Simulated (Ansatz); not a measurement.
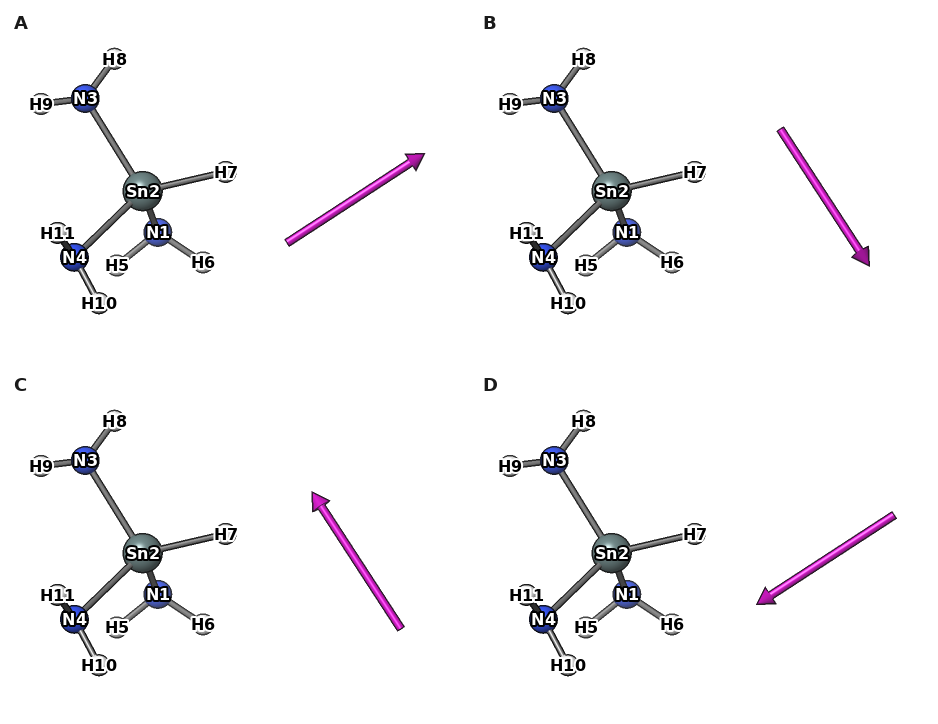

The same molecule four times, each with an arrow. The computed structure is the end point of a PBE-D4/def2-SVP optimisation. No frequency run is at hand to confirm it as a minimum. Method: RKS PBE-D4/def2-SVP, core potentials on Sn (Ansatz 0.2.0).

Question: Which arrow points along the dipole moment, from the negative to the positive end?

Answer: B. The dipole moment is 1.37 D; it points from the side of H8, H9 to the side of H6, H10 (the outermost atoms at the two ends).
